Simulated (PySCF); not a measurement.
# C2F3 (SMILES F[C]=C(F)F): ROBPW91/def2-QZVPP (density fitting with cc-pvqz-jkfit)

What is the energy difference between two shapes of C2F3 at ROBPW91/def2-QZVPP (density fitting with cc-pvqz-jkfit)? 

The calculation is run with PySCF 2.14.0.

2 further runs of the same task are left out: 2 set aside as unsound or not needed.

## (1) The system as given

C2F3: 5 atoms, total charge 0, spin state doublet. As SMILES, `F[C]=C(F)F`. The shape is that of a PBE0-D4/def2-TZVP optimisation.

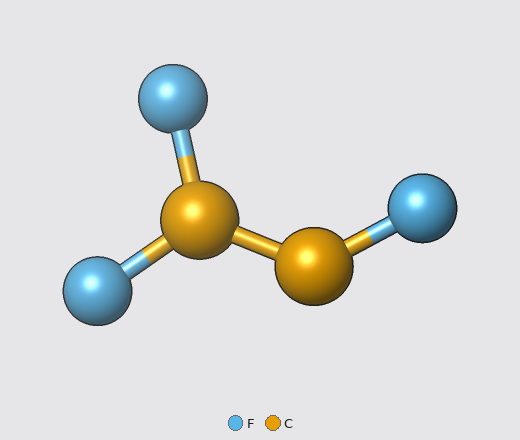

The structure, seen from a chosen angle (fluorine blue, carbon amber).

## (2) Energy and gradient at ROBPW91/def2-QZVPP (density fitting with cc-pvqz-jkfit)

Input file run.py:

```python
# F[C]=C(F)F
import pyscf.grad
from pyscf import gto, dft
from pyscf.pbc.tools.pyscf_ase import PySCF, ase_atoms_to_pyscf
from ase import Atoms

atoms = Atoms(['F', 'C', 'C', 'F', 'F'], positions=[
    [0.577720, -1.033470, 1.511080],
    [0.506940, 0.038840, 0.785720],
    [-0.126500, 0.247860, -0.343200],
    [-0.848620, -0.650470, -0.980670],
    [-0.109540, 1.397240, -0.972920],
])

mol = gto.Mole()
mol.atom = ase_atoms_to_pyscf(atoms)
mol.max_memory = 1860
mol.spin = 1
mol.basis = 'def2-qzvpp'
mol.verbose = 0
mol.build()

mf = dft.ROKS(mol)
mf.xc = 'b88,pw91'
mf = mf.density_fit(auxbasis='cc-pvqz-jkfit')
mf.max_cycle = 100
atoms.calc = PySCF(method=mf)

e_ev = atoms.get_potential_energy()
print('energy %.6f eV' % e_ev)
forces = atoms.get_forces()
print('forces (eV/A)')
print(forces.round(5))
print('dipole (e A)', atoms.get_dipole_moment().round(5))
```

Run with:

```
$ OMP_NUM_THREADS=1 python run.py
```

Output:

```text
energy -10224.676439 eV
forces (eV/A)
[[ 0.0665  -0.62497  0.48203]
 [ 0.25214  0.46129  0.13882]
 [ 0.17687  0.02645  0.26612]
 [-0.52725 -0.68051 -0.46053]
 [ 0.02436  0.8171  -0.43546]]
Dipole moment(X, Y, Z, Debye):  0.12425, -0.10893,  0.26013
dipole (e A) [ 0.02587 -0.02268  0.05416]
```

Run time: 2.2 min. Hardware: 1 thread of Arm Neoverse V1, shared host; peak memory 2.3 GiB.

## (3) The distorted shape

Input file run.py:

```python
import pyscf.grad
from pyscf import gto, dft
from pyscf.pbc.tools.pyscf_ase import PySCF, ase_atoms_to_pyscf
from ase import Atoms

atoms = Atoms(['F', 'C', 'C', 'F', 'F'], positions=[
    [0.570957, -1.040511, 1.536511],
    [0.513357, 0.054018, 0.803935],
    [-0.128778, 0.262620, -0.364823],
    [-0.865480, -0.648776, -0.966769],
    [-0.089575, 1.429781, -0.969106],
])

mol = gto.M(
    atom=ase_atoms_to_pyscf(atoms),
    basis='def2-qzvpp',
    max_memory=1860,
    verbose=0,
    charge=0,
    spin=1,
)

myscf = dft.ROKS(mol)
myscf.xc = 'b88,pw91'
myscf = myscf.density_fit(auxbasis='cc-pvqz-jkfit')
myscf.max_cycle = 100
atoms.calc = PySCF(method=myscf)

e_ev = atoms.get_potential_energy()
print('energy %.6f eV' % e_ev)
forces = atoms.get_forces()
print('forces (eV/A)')
print(forces.round(5))
print('dipole (e A)', atoms.get_dipole_moment().round(5))
```

Run with:

```
$ OMP_NUM_THREADS=1 python run.py
```

Output:

```text
energy -10224.661355 eV
forces (eV/A)
[[-0.00982  0.16248 -0.13311]
 [-0.60741  0.04658 -1.02079]
 [ 1.18665 -0.27202  2.20045]
 [-0.43379 -0.28064 -0.5534 ]
 [-0.13953  0.34858 -0.49952]]
Dipole moment(X, Y, Z, Debye):  0.05295, -0.04411,  0.07105
dipole (e A) [ 0.01102 -0.00918  0.01479]
```

Run time: 2.4 min. Hardware: 1 thread of Arm Neoverse V1, shared host; peak memory 2.3 GiB.

## (4) Results

Level: ROBPW91/def2-QZVPP (density fitting with cc-pvqz-jkfit).

```
                                 quantity          value
                first shape: total energy  -375.74993 Eh
               first shape: dipole moment         0.31 D
                        first shape: ⟨S²⟩          0.750
    first shape: largest force on an atom     0.976 eV/Å
            distorted shape: total energy  -375.74938 Eh
           distorted shape: dipole moment         0.10 D
                    distorted shape: ⟨S²⟩          0.750
distorted shape: largest force on an atom     2.515 eV/Å
   energy change with the atoms displaced       0.015 eV
```

With the atoms displaced the energy rises by 0.02 eV (1.5 kJ/mol). The first shape isn't relaxed at this level, so the change isn't measured from a minimum. The largest force (first shape) is 0.98 eV/Å: the shape isn't a stationary point for this species at this level. Mulliken charges (distorted shape) run from -0.16 on F4 to +0.34 on C3; in a basis this large or diffuse they mean little.
